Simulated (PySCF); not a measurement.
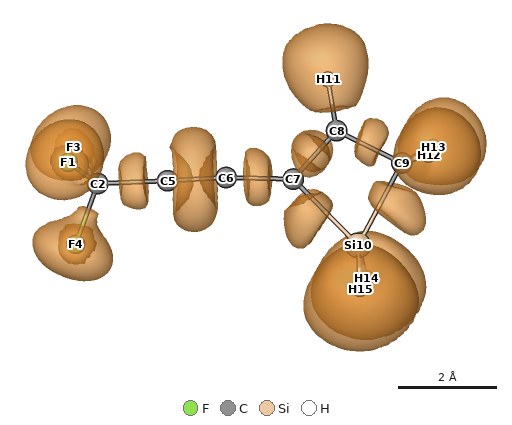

C₆H₅F₃Si. Isosurface of the electron localisation function at 0.75 (orange), seen across its widest extent. Core shells and regions of very low density are left out.

Geometry: GFN2-xTB.

Theory: PBE0/pcSseg-1, SCF density, gas phase, non-relativistic (PySCF).

```xyz
15

F     3.8958    1.5959    0.5847
C     3.4721    0.4702   -0.0221
F     4.1859   -0.5388    0.5136
F     3.8638    0.5665   -1.3086
C     2.0458    0.2724    0.1060
C     0.8557    0.1058    0.2308
C    -0.5184   -0.0777    0.2645
C    -1.3490   -0.2735    1.3049
C    -2.7181   -0.4045    0.7049
Si   -1.9174   -0.1544   -1.0357
H    -1.1130   -0.3296    2.3565
H    -3.4084    0.3618    1.0571
H    -3.1795   -1.3696    0.9135
H    -1.9002   -1.3163   -1.9176
H    -2.2194    1.0997   -1.7169
```

### Where are the electrons localised?

At this value the surface marks out five regions between bonded C–C atoms (shared pairs), two regions between bonded C–Si atoms (shared pairs), five regions around hydrogen nuclei and three regions on F in which the atom's valence shell and bonds are merged. Along the contacts the grid gives the following. C–C (1.21 Å): the ELF peaks at about 0.85 between the atoms; a multiple bond. C–F (1.35 Å): the ELF peaks at about 0.85 between the atoms: a shared but strongly polarised pair.
